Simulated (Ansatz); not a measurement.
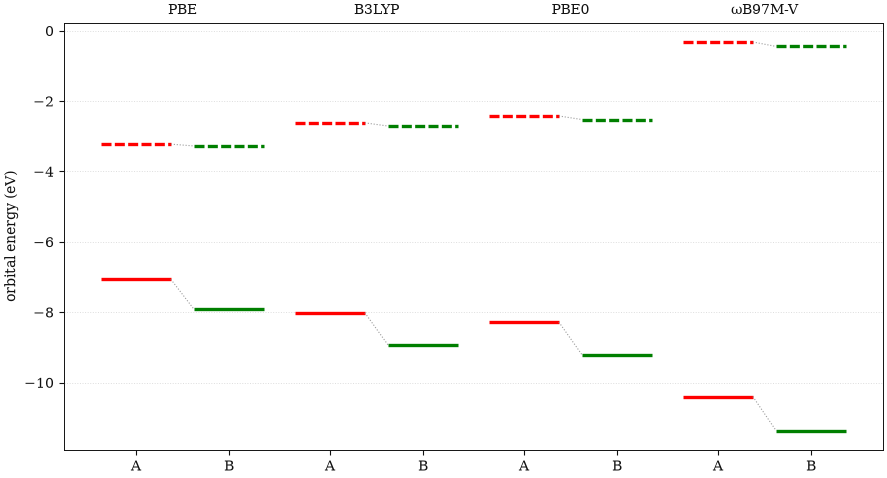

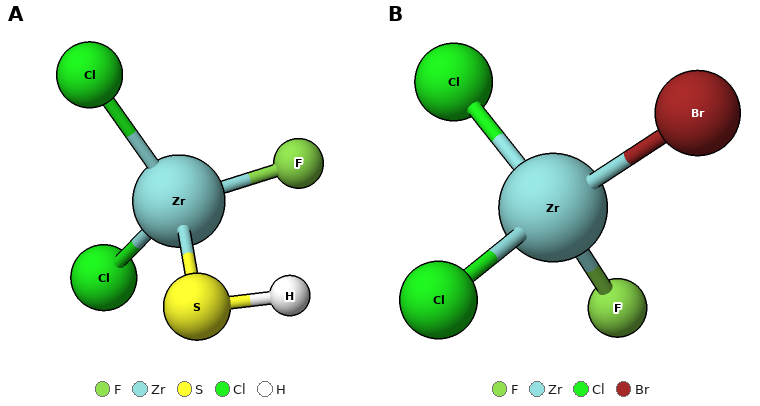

One change: A, ZrHSCl₂F (SMILES [F][Zr]([SH])([Cl])[Cl]), becomes B, ZrBrCl₂F (SMILES [F][Zr]([Cl])([Cl])[Br]). SH on Zr is replaced by Br. HOMO (solid) and LUMO (dashed) computed in def2-TZVPP at PBE0-D4/def2-TZVP geometries, both minima by their frequencies, gas phase, the Ansatz code.

What does the change do to HOMO and LUMO?

PBE: the HOMO falls by 0.86 eV, the LUMO falls by 0.05 eV, and the separation goes from 3.84 to 4.65 eV. B3LYP: the HOMO falls by 0.92 eV, the LUMO falls by 0.09 eV, and the separation goes from 5.40 to 6.23 eV. PBE0: the HOMO falls by 0.94 eV, the LUMO falls by 0.10 eV, and the separation goes from 5.86 to 6.69 eV. ωB97M-V: the HOMO falls by 0.97 eV, the LUMO falls by 0.13 eV, and the separation goes from 10.08 to 10.92 eV.

Do the functionals agree on the effect?

They agree on the direction for both levels; the HOMO shift lies between −0.97 and −0.86 eV and the LUMO shift between −0.13 and −0.05 eV, while the separations themselves differ by up to 6.3 eV between functionals.

Known limits of this run: core potentials past krypton.
